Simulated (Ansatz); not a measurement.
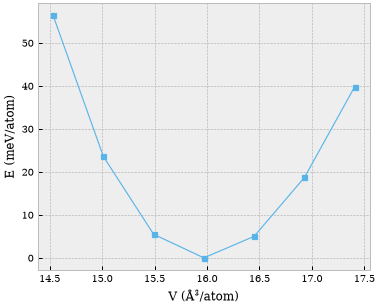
*YGeO in space group P4/nmm (No. 129; Y on 2c, Ge on 2a, O on 2c) under volume change, r²SCAN (plane waves, PAW; program Ansatz), shape and atoms relaxed at each volume.*

Problem. What does a third-order Birch–Murnaghan fit give for V₀, B₀ and B′?

Solution. V₀ = 15.97 Å³/atom, B₀ = 116 GPa, B′ = 4.8.

The start of the workflow was typed in or built on a structure type; neither database checked (COD, Materials Project) lists it. Whether it is the stable phase at ambient conditions was not checked. The cell was relaxed with r²SCAN under the symmetry of its start; its stability against distortions is not shown here. No spin polarisation was allowed.

Potentials: the earlier of the program's two PAW sets. The files were generated under PBE; for other functionals the program regenerates the frozen cores, and for LDA and PBEsol the local potential too.
